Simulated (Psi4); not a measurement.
# CH3ClSi (SMILES C[Si]Cl): BHLYP/6-311+G(d,p)

Aim: the vertical singlet–triplet gap of CH3ClSi at BHLYP/6-311+G**, from 2 runs. 

The results are computed with Psi4 1.11.

1 further run of the same task is left out (set aside as unsound or not needed).

## Step 1: The structure to begin with

The species is CH3ClSi (6 atoms), meant as a singlet with charge 0. As SMILES, `C[Si]Cl`. The coordinates come from a PBE0-D4/def2-TZVP relaxation.

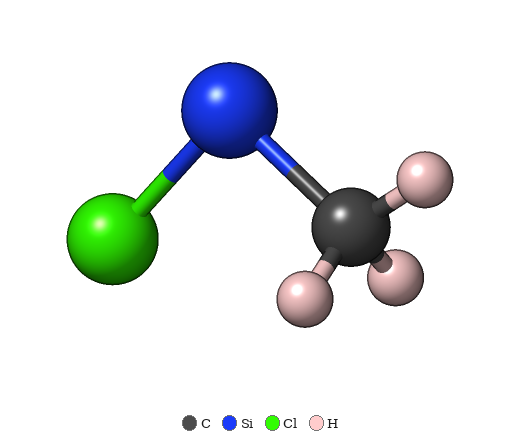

The structure, seen from a chosen angle (carbon dark grey, silicon blue, chlorine green, hydrogen pink).

## Step 2: The energy at BHLYP/6-311+G(d,p)

Input file calc.in:

```
memory 1600 mb

molecule molecule1 {
  0 1
  C     -0.420900     0.376200    -0.177100
  Si     0.228200    -0.642100     1.273100
  Cl     1.857700    -1.533900     0.308500
  H      0.353800     1.065800    -0.531400
  H     -1.308700     0.949900     0.100100
  H     -0.668100    -0.280000    -1.019400
  units angstrom
  symmetry c1
}

set basis 6-311+G**
set puream true
set e_convergence 1e-09
set d_convergence 1e-08
set scf_type pk
set dft_radial_points 99
set dft_spherical_points 590

energy_value, wavefunction = energy("bhhlyp", return_wfn=True)
oeprop(wavefunction, "QUADRUPOLE", "LOWDIN_CHARGES", "DIPOLE", title="BHHLYP")
```

Command:

```sh
$ psi4 calc.in calc.out -n 1
```

calc.out:

```text
[...]
  Running in c1 symmetry.
[...]
  Nuclear repulsion =  128.153233316674090
[...]
  Multiplicity = 1
[...]
  Nalpha       = 20
  Nbeta        = 20
[...]
    Number of basis functions: 100
[...]
   @RKS iter   1:  -789.40866765714679   -3.58408e-01   6.69408e-03 ADIIS/DIIS
[...]
   @RKS iter  11:  -789.61218542751465   -2.61480e-12   3.95530e-09 DIIS
[...]
    Orbital Energies [Eh]
    ---------------------
    Doubly Occupied:
       1A   -102.800002     2A    -67.181685     3A    -10.574509
       4A     -9.877265     5A     -7.527746     6A     -7.524836
       7A     -7.523302     8A     -5.649258     9A     -3.914098
      10A     -3.911680    11A     -3.907225    12A     -0.935899
      13A     -0.814635    14A     -0.555555    15A     -0.492047
      16A     -0.486548    17A     -0.426014    18A     -0.396295
      19A     -0.386779    20A     -0.285580
[...]
  @RKS Final Energy:  -789.61218542751465
   => Energetics <=
    Nuclear Repulsion Energy =            128.1532333166740898
    One-Electron Energy =               -1344.7167083474737410
    Two-Electron Energy =                 455.5705574722554729
    DFT Exchange-Correlation Energy =     -28.6192678689702511
    Empirical Dispersion Energy =           0.0000000000000000
    VV10 Nonlocal Energy =                  0.0000000000000000
    Total Energy =                       -789.6121854275145324
[...]
 Multipole Moments:
 ------------------------------------------------------------------------------------
     Multipole            Electronic (a.u.)      Nuclear  (a.u.)        Total (a.u.)
 ------------------------------------------------------------------------------------
 L = 1.  Multiply by 2.5417464519 to convert [e a0] to [Debye]
 Dipole X            :          4.1719173           -4.8083688           -0.6364515
 Dipole Y            :         -4.1055836            4.6253043            0.5197207
 Dipole Z            :          2.5709364           -2.6683698           -0.0974333
 Magnitude           :                                                    0.8274499
 L = 2.  Multiply by 1.3450342976 to convert [e a0^2] to [Debye ang]
 Quadrupole XX       :       -165.6637816          140.8968329          -24.7669487
 Quadrupole XY       :        102.7277542         -101.7259349            1.0018193
[...]
```

It took 9.3 s on 1 thread of Intel Xeon 6975P-C (Granite Rapids), shared host; peak memory 0.79 GiB.

## Step 3: The triplet: energy and forces at UBHLYP/6-311+G(d,p)

Input file job.in:

```
memory 1.6 GB

molecule {
  0 3
  C     -0.420900     0.376200    -0.177100
  Si     0.228200    -0.642100     1.273100
  Cl     1.857700    -1.533900     0.308500
  H      0.353800     1.065800    -0.531400
  H     -1.308700     0.949900     0.100100
  H     -0.668100    -0.280000    -1.019400
  symmetry c1
}

set reference uks
set puream true
set e_convergence 1e-09
set d_convergence 1e-08
set scf_type pk
set dft_radial_points 99
set dft_spherical_points 590
set maxiter 200

result = gradient('bhhlyp/6-311+G**')
```

Command:

```sh
$ psi4 -i job.in -o job.out -n 1
```

job.out:

```text
[...]
  Running in c1 symmetry.
[...]
  Nuclear repulsion =  128.153233316674090
[...]
  Multiplicity = 3
[...]
  Nalpha       = 21
  Nbeta        = 19
[...]
    Number of basis functions: 100
[...]
   @UKS iter   1:  -789.34684986451055   -2.96590e-01   6.49883e-03 ADIIS/DIIS
[...]
   @UKS iter  14:  -789.54810286028101   -3.86535e-12   4.45504e-09 DIIS
[...]
   @S^2 Observed:                2.003755193E+00
[...]
    Orbital Energies [Eh]
    ---------------------
    Alpha Occupied:
       1A   -102.800789     2A    -67.181802     3A    -10.600486
       4A     -9.877273     5A     -7.529384     6A     -7.524205
       7A     -7.523977     8A     -5.651178     9A     -3.918208
      10A     -3.916600    11A     -3.912217    12A     -0.937319
      13A     -0.827924    14A     -0.578101    15A     -0.503125
      16A     -0.497255    17A     -0.435884    18A     -0.401156
      19A     -0.394673    20A     -0.333883    21A     -0.221008
    Alpha Virtual:
      22A      0.009670    23A      0.021306    24A      0.037949
      25A      0.053415    26A      0.071173    27A      0.076090
[...]
  @UKS Final Energy:  -789.54810286028101
   => Energetics <=
    Nuclear Repulsion Energy =            128.1532333166740898
    One-Electron Energy =               -1344.5949081533385652
    Two-Electron Energy =                 455.5040714331371987
    DFT Exchange-Correlation Energy =     -28.6104994567535975
    Empirical Dispersion Energy =           0.0000000000000000
    VV10 Nonlocal Energy =                  0.0000000000000000
    Total Energy =                       -789.5481028602810056
[...]
 Multipole Moments:
 ------------------------------------------------------------------------------------
     Multipole            Electronic (a.u.)      Nuclear  (a.u.)        Total (a.u.)
 ------------------------------------------------------------------------------------
 L = 1.  Multiply by 2.5417464519 to convert [e a0] to [Debye]
 Dipole X            :          4.0307962           -4.8083688           -0.7775726
 Dipole Y            :         -4.0852353            4.6253043            0.5400690
 Dipole Z            :          2.8122185           -2.6683698            0.1438487
 Magnitude           :                                                    0.9575939
[...]
  -Total Gradient:
     Atom            X                  Y                   Z
    ------   -----------------  -----------------  -----------------
       1        0.015287684516    -0.014497910315     0.007752486851
       2       -0.010513794976     0.002305896561     0.015835630137
       3       -0.003598501825     0.006473435275    -0.010355527091
       4        0.003250258219     0.004020268386    -0.007169494100
       5       -0.004226169135     0.002204436686     0.002770980939
       6       -0.000202008242    -0.000503615014    -0.008835694340
[...]
```

Run time: 20 s. Hardware: 1 thread of Intel Xeon 6975P-C (Granite Rapids), shared host; peak memory 0.8 GiB.

## Step 4: What came out

At BHLYP/6-311+G**:

```
                                        quantity          value
                           singlet: total energy  -789.61219 Eh
                          singlet: dipole moment         2.10 D
                            singlet: HOMO energy       -7.77 eV
                            singlet: LUMO energy       -1.76 eV
                          singlet: HOMO–LUMO gap        6.02 eV
                           triplet: total energy  -789.54810 Eh
                          triplet: dipole moment         2.43 D
     triplet: HOMO energy (highest over α and β)       -6.01 eV
      triplet: LUMO energy (lowest over α and β)       -3.49 eV
                                   triplet: ⟨S²⟩          2.004
               triplet: largest force on an atom     1.154 eV/Å
vertical energy of the triplet above the singlet       1.744 eV
```

At this shape the triplet lies 1.74 eV (168 kJ/mol) above the singlet.
